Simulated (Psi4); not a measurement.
**NClO (SMILES O=NCl): TPSS/jun-cc-pVDZ (sweep point 2)**

What is the vertical singlet–triplet gap of NClO at TPSS/jun-cc-pVDZ (sweep point 2)? 

The calculation is run with Psi4 1.11.

**1. The system as given**

NClO: 3 atoms, total charge 0, spin state singlet. As SMILES, `O=NCl`. The shape is that of a PBE0-D4/def2-TZVP optimisation.

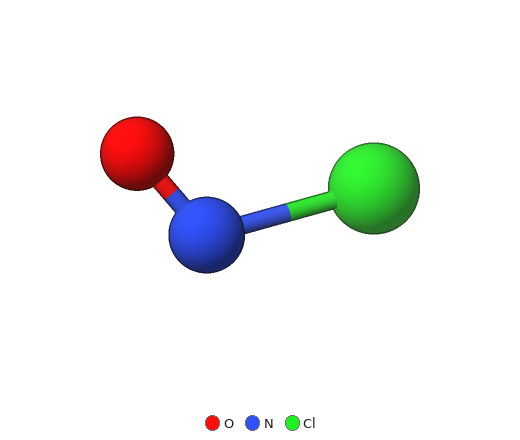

The structure, seen from a chosen angle (oxygen red, nitrogen blue, chlorine green).

**2. A single-point energy at TPSS/jun-cc-pVDZ (sweep point 2)**

Contents of clno.inp:

```
memory 1600 MB

molecule {
  0 1
  O      1.88987730    -0.63935104     0.97109246
  N      0.09836024    -1.13298530    -0.06772778
  Cl    -1.98823755     1.77237413    -0.90336468
  units bohr
  symmetry c1
}

set basis jun-cc-pVDZ
set puream true
set scf_type pk
set dft_radial_points 99
set dft_spherical_points 590

E = energy('tpss')
```

On the command line:

```console
psi4 -i clno.inp -o clno.out -n 1
```

clno.out (excerpt; [...] marks lines left out):

```text
[...]
  Running in c1 symmetry.
[...]
  Nuclear repulsion =   86.249462504847045
[...]
  Multiplicity = 1
[...]
  Nalpha       = 16
  Nbeta        = 16
[...]
    Number of basis functions: 58
[...]
   @RKS iter   1:  -590.12129210738135   -2.17993e-01   5.56176e-03 DIIS/ADIIS
[...]
   @RKS iter   8:  -590.16724732373791   -2.78642e-07   8.77883e-07 DIIS
[...]
    Orbital Energies [Eh]
    ---------------------
    Doubly Occupied:
       1A   -101.005916     2A    -19.073074     3A    -14.335812
       4A     -9.244497     5A     -7.023372     6A     -7.016048
       7A     -7.013216     8A     -1.244688     9A     -0.780521
      10A     -0.654620    11A     -0.527100    12A     -0.525773
      13A     -0.494277    14A     -0.295996    15A     -0.285581
      16A     -0.274894
[...]
  @RKS Final Energy:  -590.16724732373791
   => Energetics <=
    Nuclear Repulsion Energy =             86.2494625048470454
    One-Electron Energy =                -983.4852681276834119
    Two-Electron Energy =                 350.7050864859764374
    DFT Exchange-Correlation Energy =     -43.6365281868779746
    Empirical Dispersion Energy =           0.0000000000000000
    VV10 Nonlocal Energy =                  0.0000000000000000
    Total Energy =                       -590.1672473237379108
[...]
 Multipole Moments:
 ------------------------------------------------------------------------------------
     Multipole            Electronic (a.u.)      Nuclear  (a.u.)        Total (a.u.)
 ------------------------------------------------------------------------------------
 L = 1.  Multiply by 2.5417464519 to convert [e a0] to [Debye]
 Dipole X            :         -0.1969193            0.7519124            0.5549931
 Dipole Y            :          0.1575184           -0.5940577           -0.4365393
 Dipole Z            :         -0.0000000           -0.0000000           -0.0000000
 Magnitude           :                                                    0.7061047
[...]
```

Wall time 11 s (1 thread of Intel Xeon at 2.70GHz, shared host); peak memory 1 GiB.

**3. The triplet**

Contents of clno.inp:

```
memory 1.6 GB

molecule geom {
  0 3
  O      1.88987730    -0.63935104     0.97109246
  N      0.09836024    -1.13298530    -0.06772778
  Cl    -1.98823755     1.77237413    -0.90336468
  units bohr
  symmetry c1
}

set basis jun-cc-pVDZ
set reference uks
set puream true
set scf_type pk
set dft_radial_points 99
set dft_spherical_points 590
set maxiter 100

energy('tpss')
print_variables()
```

On the command line:

```console
psi4 -n 1 clno.inp clno.out
```

clno.out (excerpt; [...] marks lines left out):

```text
[...]
  Running in c1 symmetry.
[...]
  Nuclear repulsion =   86.249462504847045
[...]
  Multiplicity = 3
[...]
  Nalpha       = 17
  Nbeta        = 15
[...]
    Number of basis functions: 58
[...]
   @UKS iter   1:  -589.97783273848609   -7.45335e-02   7.80233e-03 ADIIS/DIIS
[...]
   @UKS iter  11:  -590.08452943581358   -2.79783e-09   4.10840e-07 DIIS
[...]
   @S^2 Observed:                2.006413329E+00
[...]
    Orbital Energies [Eh]
    ---------------------
    Alpha Occupied:
       1A   -101.054557     2A    -19.043852     3A    -14.276316
       4A     -9.290319     5A     -7.078260     6A     -7.057667
       7A     -7.057361     8A     -1.215592     9A     -0.815373
      10A     -0.652949    11A     -0.526238    12A     -0.511249
      13A     -0.487709    14A     -0.321617    15A     -0.315670
      16A     -0.312236    17A     -0.180061
    Alpha Virtual:
      18A     -0.114495    19A      0.026056    20A      0.043336
      21A      0.057737    22A      0.063703    23A      0.092996
      24A      0.102458    25A      0.102715    26A      0.146767
[...]
  @UKS Final Energy:  -590.08452943581358
   => Energetics <=
    Nuclear Repulsion Energy =             86.2494625048470454
    One-Electron Energy =                -983.2995354262934598
    Two-Electron Energy =                 350.6477627772994765
    DFT Exchange-Correlation Energy =     -43.6822192916666765
    Empirical Dispersion Energy =           0.0000000000000000
    VV10 Nonlocal Energy =                  0.0000000000000000
    Total Energy =                       -590.0845294358135789
[...]
 Multipole Moments:
 ------------------------------------------------------------------------------------
     Multipole            Electronic (a.u.)      Nuclear  (a.u.)        Total (a.u.)
 ------------------------------------------------------------------------------------
 L = 1.  Multiply by 2.5417464519 to convert [e a0] to [Debye]
 Dipole X            :         -0.7031530            0.7519124            0.0487594
 Dipole Y            :          0.5625281           -0.5940577           -0.0315296
 Dipole Z            :         -0.0000000           -0.0000000           -0.0000000
 Magnitude           :                                                    0.0580654
[...]
```

Run time: 19 s. Hardware: 1 thread of Intel Xeon at 2.70GHz, shared host; peak memory 0.99 GiB.

**4. Outcome**

Level: TPSS/jun-cc-pVDZ (sweep point 2).

| quantity | value |
| --- | --- |
| singlet: total energy | -590.16725 Eh |
| singlet: dipole moment | 1.79 D |
| singlet: HOMO energy | -7.48 eV |
| singlet: LUMO energy | -4.81 eV |
| singlet: HOMO–LUMO gap | 2.67 eV |
| triplet: total energy | -590.08453 Eh |
| triplet: dipole moment | 0.15 D |
| triplet: HOMO energy (highest over α and β) | -4.90 eV |
| triplet: ⟨S²⟩ | 2.006 |
| vertical energy of the triplet above the singlet | 2.251 eV |

In words: At this shape the triplet lies 2.25 eV (217 kJ/mol) above the singlet.
